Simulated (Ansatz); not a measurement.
```xyz
5

C     0.8320   -1.1200   -0.0266
F    -1.7698   -0.1464    1.4540
Sn   -1.2002   -0.3441   -0.5414
H     1.0761   -2.1895    0.1017
H     1.7230   -0.4836    0.1177
```

Geometry: r2SCAN-D4/def2-SVPD; core potentials replace the inner electrons of Sn; the highest occupied orbital lies above zero, a sign that basis and functional describe the outermost electron poorly.

These are results of isolated molecule in a Gaussian basis; Kohn-Sham density functional theory, functional PBE0 in Ansatz, not measurements.

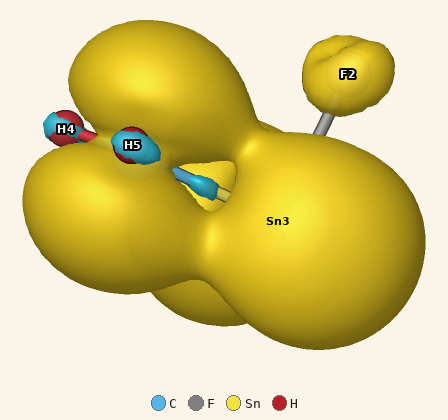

CH2FSn (charge −1, triplet). Isosurfaces of the spin density at +0.015 (yellow) and −0.015 e/Å³ (cyan), seen at a tilt.

Q: Which atoms carry the spin?

A: The unpaired spin (2 electrons) lies mostly on Sn3 (about 1.0) and C1 (about 0.8), in electrons by Hirshfeld's partition.
